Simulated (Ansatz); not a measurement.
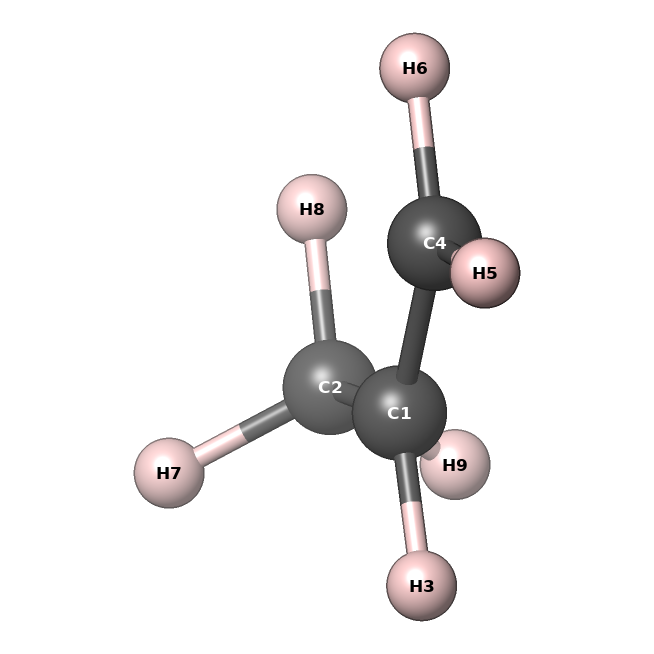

C2 lies behind C1. The molecule seen a little off the C1–C2 bond, C1 in front. Distant atoms are faded towards the background colour. The geometry was computed by an optimisation with PBE0-D4/def2-TZVP.

> What is the torsion angle C4–C1–C2–H7? The sign is positive where the front bond must turn clockwise to cover the back bond.

−121°, anticlinal.
